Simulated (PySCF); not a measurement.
# C₂H₃BF₂S: NMR shifts at several levels of theory

Aim: compute the NMR shifts of C₂H₃BF₂S (`FB(F)[C@@H]1CS1`) at several levels, and see how far they spread and what each costs.

The runs use PySCF 2.14.0, with density-fitted response routines of our own; the level of theory stands in each step. All values are computed, except where a source is named. Atoms count from 0, in the outputs and in this text.

## (1) The molecule as given

9 atoms, charge 0, multiplicity 1; geometry from: GFN2-xTB.

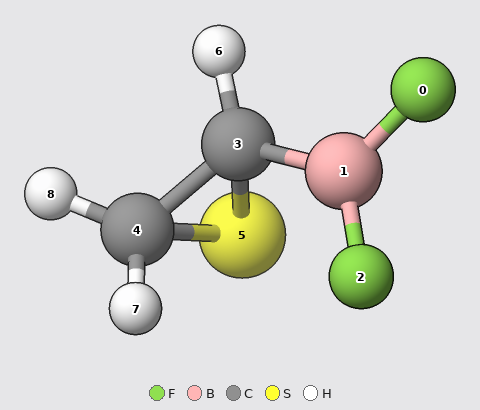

The starting geometry (fluorine green, boron pink, carbon grey, sulfur yellow, hydrogen white), atoms numbered; sticks join atoms by distance.

## (2) Geometry optimisation at PBE0-D3(BJ)/def2-SVP

Job settings and geometry (Å):

```
{"job": {"xc": "PBE0", "basis": "def2-SVP", "d3": "d3bj", "grid": 1, "kind": "geom"}, "charge": 0, "multiplicity": 1}
F      2.299467     1.181137    -0.084383
B      1.375170     0.253746    -0.219330
F      1.801657    -0.882641    -0.726448
C     -0.112199     0.498334     0.177606
C     -1.099361    -0.618796     0.244471
S     -1.265198     0.363544    -1.242496
H     -0.333581     1.369791     0.786184
H     -0.738836    -1.626993     0.088297
H     -1.913558    -0.532128     0.950920
```

What it wrote:

```text
step   0  E = -700.05297963  max force = 0.008481
step   1  E = -700.05337600  max force = 0.004582
step   2  E = -700.05394968  max force = 0.004718
step   3  E = -700.05421019  max force = 0.003090
step   4  E = -700.05431546  max force = 0.001507
step   5  E = -700.05434290  max force = 0.000716
step   6  E = -700.05435722  max force = 0.000518
step   7  E = -700.05435725  max force = 0.000323
optimisation converged
```

Run time: 27 s. Hardware: 1 thread, shared host.

The steps of the relaxation:

```
step  energy from step 0 (eV)  largest force component (eV/Å)
   0                   0.0000                          0.4361
   1                  -0.0108                          0.2356
   2                  -0.0264                          0.2426
   3                  -0.0335                          0.1589
   4                  -0.0363                          0.0775
   5                  -0.0371                          0.0368
   6                  -0.0375                          0.0266
   7                  -0.0375                          0.0166
```

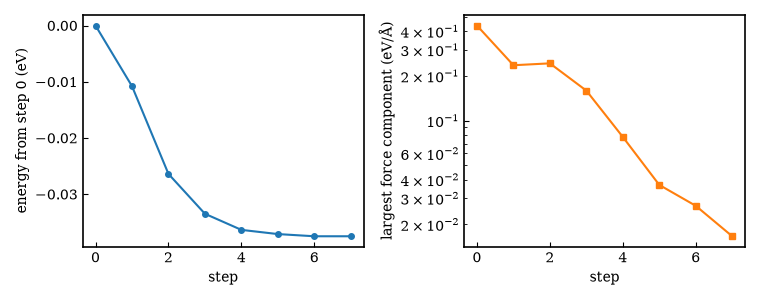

Energy and largest force along the relaxation.

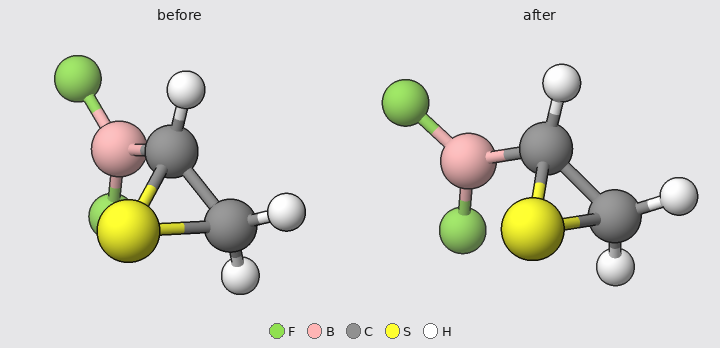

The geometry before (left) and after (right).

Distances of close pairs at the start and the end, largest changes first:

```
 bond  before (Å)  after (Å)  change (Å)
C4–S5       1.790      1.803      +0.013
C4–H8       1.081      1.094      +0.013
C4–H7       1.082      1.095      +0.013
C3–C4       1.492      1.481      -0.011
C3–H6       1.086      1.095      +0.009
C3–S5       1.834      1.840      +0.006
B1–C3       1.559      1.553      -0.006
B1–F2       1.315      1.320      +0.005
```

The final coordinates are the input of the step that follows.

```
                         at the end point                value
  point group (found at 0.08 Å tolerance)                   C1
rotational constants (GHz, main isotopes)  5.359, 1.927, 1.752
                        dipole moment (D)                 2.22
```

## (3) Shielding tensors: PBE0/cc-pVDZ

Job settings and geometry (Å):

```
{"job": {"kind": "nmr", "xc": "PBE0", "basis": "cc-pVDZ", "pop": true}, "charge": 0, "multiplicity": 1}
F      1.884129     1.461791    -0.930895
B      1.171923     0.391132    -0.634946
F      1.564876    -0.762578    -1.142525
C     -0.085089     0.491660     0.270748
C     -0.868492    -0.731139     0.561453
S     -1.550751     0.221191    -0.809079
H     -0.190585     1.345726     0.948203
H     -0.435036    -1.699277     0.290366
H     -1.477222    -0.735315     1.470720
```

Level: GIAO PBE0/cc-pVDZ NMR shielding, non-relativistic, gas phase.

What it wrote:

```text
coarse grid: 8920 points
cycle   1  E = -700.3453669741  dE =  8.228e-01  |g| = 6.019e-01  |ddm| = 5.762e+00
cycle   2  E = -700.2939604780  dE =  5.141e-02  |g| = 8.459e-01  |ddm| = 1.846e+00
cycle   3  E = -700.4083258305  dE = -1.144e-01  |g| = 5.230e-02  |ddm| = 1.021e+00
cycle   4  E = -700.4088173180  dE = -4.915e-04  |g| = 2.774e-02  |ddm| = 1.244e-01
cycle   5  E = -700.4090038338  dE = -1.865e-04  |g| = 7.168e-03  |ddm| = 4.883e-02
cycle   6  E = -700.4090193882  dE = -1.555e-05  |g| = 2.037e-03  |ddm| = 1.803e-02
cycle   7  E = -700.4090205711  dE = -1.183e-06  |g| = 3.958e-04  |ddm| = 4.245e-03
final grid: 84696 points
cycle   8  E = -700.4159810743  dE = -3.183e-05  |g| = 7.730e-03  |ddm| = 4.935e-02
cycle   9  E = -700.4159549283  dE =  2.615e-05  |g| = 1.226e-02  |ddm| = 3.179e-02
cycle  10  E = -700.4159970867  dE = -4.216e-05  |g| = 6.418e-04  |ddm| = 1.985e-02
cycle  11  E = -700.4159971909  dE = -1.041e-07  |g| = 2.222e-04  |ddm| = 1.154e-03
cycle  12  E = -700.4159971983  dE = -7.388e-09  |g| = 5.145e-05  |ddm| = 3.148e-04
cycle  13  E = -700.4159971989  dE = -6.175e-10  |g| = 1.234e-05  |ddm| = 9.699e-05
converged SCF energy = -700.4159971989

GIAO shielding tensors (ppm)
atom      isotropic    diamagn.    paramagn.     s11        s22        s33       span
  0 F      264.594     458.352    -193.758     99.452    305.881    388.447    288.995
  1 B       90.320     206.219    -115.898     68.017     97.804    105.140     37.123
  2 F      290.093     461.365    -171.272    145.607    328.854    395.820    250.213
  3 C      180.959     250.108     -69.149    146.954    191.110    204.811     57.858
  4 C      171.617     251.051     -79.434    146.004    178.432    190.414     44.410
  5 S      752.172    1056.511    -304.340    309.940    821.639   1124.936    814.996
  6 H       29.621      30.838      -1.217     23.513     25.826     39.523     16.010
  7 H       28.950      30.899      -1.949     22.808     25.991     38.050     15.242
  8 H       28.958      29.530      -0.572     23.072     24.837     38.966     15.894
```

Run time: 7.4 s. Hardware: 1 thread, shared host.

The references, computed at this level on geometries of the same kind, shield at (ppm): ¹H TMS 31.29, ¹³C TMS 196.8, ¹⁹F CFCl3 200.9, ¹¹B BF3·OEt2 113.8, ³³S CS2 549. Their shielding less the atom's gives the shift. The references are single molecules in the gas phase, so shifts against H2O, NH3, PH3, H3PO4 or CFCl3 are not on the usual liquid scales and can be off by tens of ppm. Atoms listed in one row are averaged.

```
 atoms                         environment  σ (ppm)  δ (ppm)
    C4                thiirane ring carbon    171.6     25.1
    C3                thiirane ring carbon    181.0     15.8
    H7  hydrogen on a thiirane ring carbon    28.95     2.34
    H8  hydrogen on a thiirane ring carbon    28.96     2.33
    H6  hydrogen on a thiirane ring carbon    29.62     1.67
F0, F2                fluorine bonded to B    277.3    -76.4
    B1              boron bonded to C, 2 F     90.3     23.5
    S5                      sulfide sulfur      752     -203
```

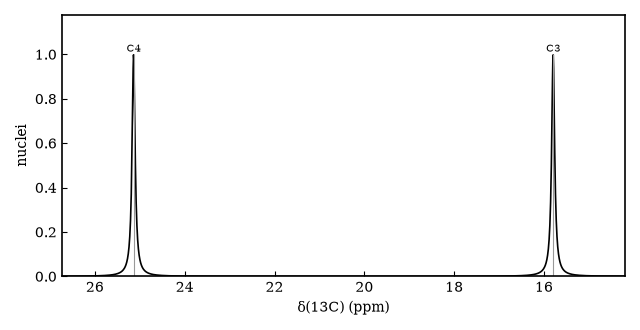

¹³C lines at the computed shifts, without couplings. Lines are broadened to a width of 0.08 ppm (Lorentzian).

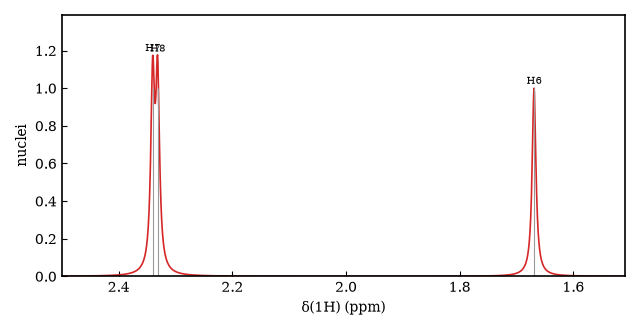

¹H lines at the computed shifts, without couplings. Lines are broadened to a width of 0.01 ppm (Lorentzian).

Charges from the same density, by scheme (e):

```
 atoms  Mulliken    IAO  Hirshfeld  ESP fit
F0, F2     -0.09  -0.31      -0.12    -0.26
    B1      0.28   0.71       0.26     0.65
    C3     -0.21  -0.34      -0.10    -0.27
    C4     -0.07  -0.31      -0.06    -0.21
    S5     -0.07   0.04      -0.03    -0.11
```

IAO charges:

```
atom  value (e)
  F0      -0.30
  B1       0.71
  F2      -0.31
  C3      -0.34
  C4      -0.31
  S5       0.04
  H6       0.18
  H7       0.17
  H8       0.17
```

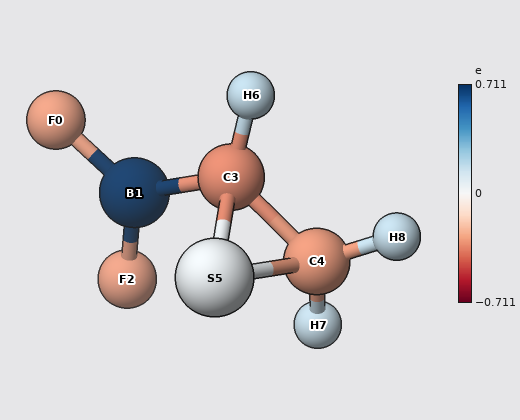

IAO charges, as colours on the atoms.

Mayer bond orders: F0–B1 1.40, B1–F2 1.39, B1–C3 1.01, C3–C4 1.03, C4–S5 0.99, S5–C3 0.94.

## (4) NMR shieldings: PBE0/cc-pVTZ

The job, as its differences from that of step 3:

```diff
@@ -1,2 +1,2 @@
-{"job": {"kind": "nmr", "xc": "PBE0", "basis": "cc-pVDZ", "pop": true}, "charge": 0, "multiplicity": 1}
+{"job": {"kind": "nmr", "xc": "PBE0", "basis": "cc-pVTZ", "pop": true}, "charge": 0, "multiplicity": 1}
 F      1.884129     1.461791    -0.930895
```

Method: GIAO PBE0/cc-pVTZ NMR shielding, non-relativistic, gas phase.

What it wrote:

```text
coarse grid: 8920 points
cycle   1  E = -700.4692143184  dE =  7.843e-01  |g| = 6.186e-01  |ddm| = 5.977e+00
cycle   2  E = -700.4169910397  dE =  5.222e-02  |g| = 8.983e-01  |ddm| = 1.616e+00
cycle   3  E = -700.5298416858  dE = -1.129e-01  |g| = 4.887e-02  |ddm| = 8.910e-01
cycle   4  E = -700.5301619583  dE = -3.203e-04  |g| = 3.333e-02  |ddm| = 1.241e-01
cycle   5  E = -700.5304165521  dE = -2.546e-04  |g| = 7.925e-03  |ddm| = 5.064e-02
cycle   6  E = -700.5304342852  dE = -1.773e-05  |g| = 2.538e-03  |ddm| = 1.511e-02
cycle   7  E = -700.5304359125  dE = -1.627e-06  |g| = 5.397e-04  |ddm| = 4.074e-03
final grid: 84696 points
cycle   8  E = -700.5325737411  dE = -1.159e-04  |g| = 8.387e-03  |ddm| = 9.930e-02
cycle   9  E = -700.5325480176  dE =  2.572e-05  |g| = 1.262e-02  |ddm| = 2.804e-02
cycle  10  E = -700.5325890645  dE = -4.105e-05  |g| = 1.126e-03  |ddm| = 1.805e-02
cycle  11  E = -700.5325894031  dE = -3.385e-07  |g| = 4.194e-04  |ddm| = 1.727e-03
cycle  12  E = -700.5325894262  dE = -2.313e-08  |g| = 9.050e-05  |ddm| = 4.688e-04
cycle  13  E = -700.5325894279  dE = -1.656e-09  |g| = 1.614e-05  |ddm| = 1.261e-04
cycle  14  E = -700.5325894279  dE = -4.707e-11  |g| = 6.211e-06  |ddm| = 2.543e-05
converged SCF energy = -700.5325894279

GIAO shielding tensors (ppm)
atom      isotropic    diamagn.    paramagn.     s11        s22        s33       span
  0 F      256.864     464.365    -207.501     92.774    304.580    373.237    280.463
  1 B       79.110     196.930    -117.820     57.795     83.704     95.832     38.037
  2 F      285.017     467.797    -182.780    141.852    326.975    386.224    244.372
  3 C      172.374     245.786     -73.412    136.639    181.419    199.064     62.425
  4 C      162.166     246.975     -84.809    136.118    168.740    181.639     45.522
  5 S      725.837    1055.342    -329.505    273.919    787.652   1115.939    842.021
  6 H       29.323      29.305       0.018     23.211     25.439     39.320     16.108
  7 H       28.759      29.763      -1.004     22.627     25.628     38.022     15.395
  8 H       28.774      28.935      -0.160     22.760     24.625     38.938     16.178
```

It took 22 s on 1 thread, shared host.

Key values: δ C4 25.1, C3 14.9, F0 -88.3, B1 23.6, H7 2.53, H8 2.52 ppm (means over like atoms).

## (5) NMR shieldings: PBE0/aug-cc-pVDZ

The job, as its differences from that of step 4:

```diff
@@ -1,2 +1,2 @@
-{"job": {"kind": "nmr", "xc": "PBE0", "basis": "cc-pVTZ", "pop": true}, "charge": 0, "multiplicity": 1}
+{"job": {"kind": "nmr", "xc": "PBE0", "basis": "aug-cc-pVDZ", "pop": true}, "charge": 0, "multiplicity": 1}
 F      1.884129     1.461791    -0.930895
```

With the program's defaults for keys left out, this is: GIAO PBE0/aug-cc-pVDZ NMR shielding, non-relativistic, gas phase.

What it wrote:

```text
coarse grid: 8920 points
cycle   1  E = -700.3754979831  dE =  8.158e-01  |g| = 5.521e-01  |ddm| = 7.273e+00
cycle   2  E = -700.3301393992  dE =  4.536e-02  |g| = 7.904e-01  |ddm| = 1.869e+00
cycle   3  E = -700.4294364935  dE = -9.930e-02  |g| = 4.906e-02  |ddm| = 9.800e-01
cycle   4  E = -700.4298506156  dE = -4.141e-04  |g| = 2.654e-02  |ddm| = 1.392e-01
cycle   5  E = -700.4300170307  dE = -1.664e-04  |g| = 7.466e-03  |ddm| = 5.771e-02
cycle   6  E = -700.4300336640  dE = -1.663e-05  |g| = 2.180e-03  |ddm| = 1.796e-02
cycle   7  E = -700.4300350413  dE = -1.377e-06  |g| = 3.769e-04  |ddm| = 4.911e-03
final grid: 84696 points
cycle   8  E = -700.4370683598  dE = -3.593e-05  |g| = 7.720e-03  |ddm| = 1.307e-01
cycle   9  E = -700.4370412363  dE =  2.712e-05  |g| = 1.237e-02  |ddm| = 3.774e-02
cycle  10  E = -700.4370840580  dE = -4.282e-05  |g| = 7.210e-04  |ddm| = 2.209e-02
cycle  11  E = -700.4370842043  dE = -1.462e-07  |g| = 2.320e-04  |ddm| = 1.549e-03
cycle  12  E = -700.4370842126  dE = -8.306e-09  |g| = 6.163e-05  |ddm| = 3.918e-04
cycle  13  E = -700.4370842134  dE = -8.106e-10  |g| = 1.711e-05  |ddm| = 1.297e-04
converged SCF energy = -700.4370842134

GIAO shielding tensors (ppm)
atom      isotropic    diamagn.    paramagn.     s11        s22        s33       span
  0 F      270.561     471.718    -201.157    114.578    309.623    387.481    272.903
  1 B       87.817     204.091    -116.274     64.488     91.975    106.988     42.500
  2 F      296.081     451.643    -155.562    161.597    328.590    398.057    236.460
  3 C      180.220     200.511     -20.291    146.261    189.509    204.890     58.630
  4 C      170.448     213.910     -43.463    144.919    177.281    189.143     44.224
  5 S      749.056    1046.423    -297.367    318.011    812.408   1116.749    798.738
  6 H       29.329      32.847      -3.518     23.329     25.493     39.165     15.837
  7 H       28.810      32.048      -3.238     22.780     25.668     37.981     15.201
  8 H       28.832      33.364      -4.532     22.927     24.758     38.810     15.883
```

It took 14 s on 1 thread, shared host.

Key values: δ C4 24.7, C3 14.9, F0 -89.2, B1 22.4, H7 2.59, H8 2.56 ppm (means over like atoms).

## (6) Nuclear shieldings: PBE0/IGLO-III

The job, as its differences from that of step 5:

```diff
@@ -1,2 +1,2 @@
-{"job": {"kind": "nmr", "xc": "PBE0", "basis": "aug-cc-pVDZ", "pop": true}, "charge": 0, "multiplicity": 1}
+{"job": {"kind": "nmr", "xc": "PBE0", "basis": "IGLO-III", "pop": true}, "charge": 0, "multiplicity": 1}
 F      1.884129     1.461791    -0.930895
```

With the program's defaults for keys left out, this is: GIAO PBE0/IGLO-III NMR shielding, non-relativistic, gas phase.

What it wrote:

```text
coarse grid: 8920 points
cycle   1  E = -700.4762569380  dE =  7.560e-01  |g| = 6.405e-01  |ddm| = 2.403e+00
cycle   2  E = -700.4205897038  dE =  5.567e-02  |g| = 9.183e-01  |ddm| = 6.928e-01
cycle   3  E = -700.5379712914  dE = -1.174e-01  |g| = 5.461e-02  |ddm| = 3.156e-01
cycle   4  E = -700.5382773286  dE = -3.060e-04  |g| = 3.710e-02  |ddm| = 8.219e-02
cycle   5  E = -700.5385880829  dE = -3.108e-04  |g| = 8.219e-03  |ddm| = 2.975e-02
cycle   6  E = -700.5386045914  dE = -1.651e-05  |g| = 3.479e-03  |ddm| = 1.432e-02
cycle   7  E = -700.5386075036  dE = -2.912e-06  |g| = 5.775e-04  |ddm| = 5.264e-03
final grid: 84696 points
cycle   8  E = -700.5442355233  dE = -1.042e-04  |g| = 8.635e-03  |ddm| = 5.164e-02
cycle   9  E = -700.5442132070  dE =  2.232e-05  |g| = 1.225e-02  |ddm| = 1.456e-02
cycle  10  E = -700.5442489100  dE = -3.570e-05  |g| = 1.464e-03  |ddm| = 1.085e-02
cycle  11  E = -700.5442494755  dE = -5.655e-07  |g| = 4.494e-04  |ddm| = 1.617e-03
cycle  12  E = -700.5442495021  dE = -2.670e-08  |g| = 1.129e-04  |ddm| = 1.731e-04
cycle  13  E = -700.5442495040  dE = -1.889e-09  |g| = 1.964e-05  |ddm| = 9.155e-05
cycle  14  E = -700.5442495041  dE = -7.094e-11  |g| = 6.265e-06  |ddm| = 2.299e-05
converged SCF energy = -700.5442495041

GIAO shielding tensors (ppm)
atom      isotropic    diamagn.    paramagn.     s11        s22        s33       span
  0 F      256.486     466.912    -210.426     92.165    301.921    375.372    283.207
  1 B       74.596     192.151    -117.555     51.581     79.566     92.640     41.059
  2 F      284.843     467.718    -182.875    143.378    321.852    389.298    245.920
  3 C      169.305     249.401     -80.096    132.000    178.338    197.577     65.577
  4 C      158.544     251.966     -93.423    131.117    165.255    179.259     48.142
  5 S      708.973    1057.375    -348.401    223.928    773.219   1129.773    905.845
  6 H       29.278      30.435      -1.157     23.118     25.430     39.286     16.169
  7 H       28.749      30.658      -1.908     22.656     25.584     38.007     15.351
  8 H       28.775      29.880      -1.105     22.771     24.675     38.879     16.107
```

Wall time 24 s (1 thread, shared host).

Key values: δ C4 25.2, C3 14.5, F0 -96.0, B1 25.3, H7 2.62, H8 2.60 ppm (means over like atoms).

## (7) Shielding tensors: PBE0/pcSseg-0

The job, as its differences from that of step 6:

```diff
@@ -1,2 +1,2 @@
-{"job": {"kind": "nmr", "xc": "PBE0", "basis": "IGLO-III", "pop": true}, "charge": 0, "multiplicity": 1}
+{"job": {"kind": "nmr", "xc": "PBE0", "basis": "pcSseg-0", "pop": true}, "charge": 0, "multiplicity": 1}
 F      1.884129     1.461791    -0.930895
```

Level: GIAO PBE0/pcSseg-0 NMR shielding, non-relativistic, gas phase.

What it wrote:

```text
coarse grid: 8920 points
cycle   1  E = -699.2089514178  dE =  7.560e-01  |g| = 5.288e-01  |ddm| = 3.358e+00
cycle   2  E = -699.1688845695  dE =  4.007e-02  |g| = 7.647e-01  |ddm| = 1.705e+00
cycle   3  E = -699.2651624347  dE = -9.628e-02  |g| = 3.883e-02  |ddm| = 7.906e-01
cycle   4  E = -699.2653443047  dE = -1.819e-04  |g| = 2.729e-02  |ddm| = 6.529e-02
cycle   5  E = -699.2655401033  dE = -1.958e-04  |g| = 4.511e-03  |ddm| = 4.750e-02
cycle   6  E = -699.2655466786  dE = -6.575e-06  |g| = 1.375e-03  |ddm| = 1.270e-02
final grid: 84696 points
cycle   7  E = -699.2438304626  dE = -1.099e-05  |g| = 8.559e-03  |ddm| = 2.496e-02
cycle   8  E = -699.2438144184  dE =  1.604e-05  |g| = 1.168e-02  |ddm| = 2.340e-02
cycle   9  E = -699.2438453486  dE = -3.093e-05  |g| = 7.670e-04  |ddm| = 1.561e-02
cycle  10  E = -699.2438455017  dE = -1.531e-07  |g| = 1.701e-04  |ddm| = 1.346e-03
cycle  11  E = -699.2438455070  dE = -5.276e-09  |g| = 2.432e-05  |ddm| = 1.824e-04
cycle  12  E = -699.2438455071  dE = -1.417e-10  |g| = 1.118e-05  |ddm| = 4.605e-05
converged SCF energy = -699.2438455071

GIAO shielding tensors (ppm)
atom      isotropic    diamagn.    paramagn.     s11        s22        s33       span
  0 F      237.940     471.216    -233.276     42.497    275.032    396.291    353.794
  1 B       79.433     186.875    -107.442     53.805     89.500     94.993     41.188
  2 F      264.273     473.561    -209.288     90.153    303.607    399.057    308.905
  3 C      179.235     263.895     -84.660    138.714    194.236    204.756     66.042
  4 C      167.570     255.382     -87.813    136.411    176.629    189.669     53.259
  5 S      725.248    1053.238    -327.990    225.509    804.825   1145.409    919.900
  6 H       31.192      32.039      -0.847     25.316     27.395     40.866     15.550
  7 H       30.396      29.626       0.770     24.837     27.308     39.043     14.206
  8 H       30.404      30.902      -0.499     25.113     25.836     40.262     15.148
```

It took 4.3 s on 1 thread, shared host.

This run: δ C4 25.9, C3 14.3, F0 -72.7, B1 25.5, H7 2.44, H8 2.43 ppm (means over like atoms).

## (8) Comparing the runs: NMR shifts

Shifts (ppm) of some atoms, chosen among heavy atoms and hydrogens apart, means over like atoms, with basis size and wall time:

```
             run    C4    C3    H7    H6     F0    B1    S5  functions   time
    PBE0/cc-pVDZ  25.1  15.8  2.34  1.67  -76.4  23.5  -203        103  7.4 s
    PBE0/cc-pVTZ  25.1  14.9  2.53  1.97  -88.3  23.6  -201        226   22 s
PBE0/aug-cc-pVDZ  24.7  14.9  2.59  2.07  -89.2  22.4  -191        169   14 s
   PBE0/IGLO-III  25.2  14.5  2.62  2.10  -96.0  25.3  -190        249   24 s
   PBE0/pcSseg-0  25.9  14.3  2.44  1.64  -72.7  25.5  -210         64  4.3 s
```

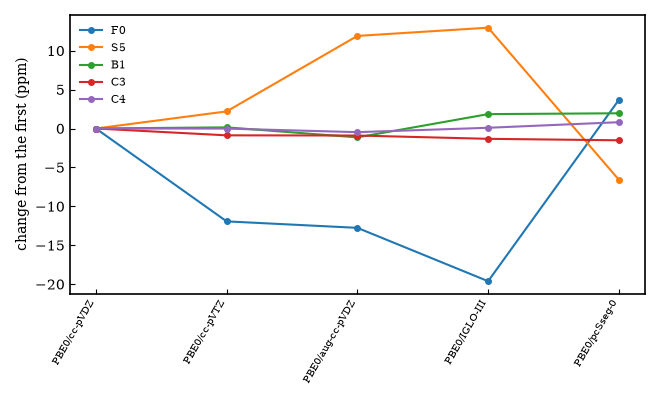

How five of the tabulated atoms move from run to run.

## (9) What came out

| quantity | value |
| --- | --- |
| point group | C1 |
| rotational constants (main isotopes) | 5.36, 1.93, 1.75 GHz |
| ¹³C shifts against TMS (PBE0/cc-pVDZ) | 25.1, 15.8 ppm |
| ¹H shifts against TMS (PBE0/cc-pVDZ) | 2.34, 2.33, 1.67 ppm |
| ¹⁹F shifts against CFCl3 (PBE0/cc-pVDZ, means over atoms taken as alike) | -76.4 ppm |
| ¹¹B shifts against BF3·OEt2 (PBE0/cc-pVDZ) | 23.5 ppm |
| ³³S shifts against CS2 (PBE0/cc-pVDZ) | -203 ppm |
| range of the shift of F0 | -96.0 to -72.7 ppm |

**Reading.** Single values in the summary come from the first run of each kind that ended normally (PBE0/cc-pVDZ), which need not be the best level. Over 7 steps the energy fell by 0.037 eV; of the close pairs, C4–S5 changed most, 1.790 to 1.803 Å. At PBE0/cc-pVDZ: The widest tensor belongs to S5: span 815 ppm, with a paramagnetic part of -304 ppm. In ppm, F0 (with its like atoms) moves most: its shift spreads over 23.3 ppm, from -96.0 (PBE0/IGLO-III) to -72.7 (PBE0/pcSseg-0).
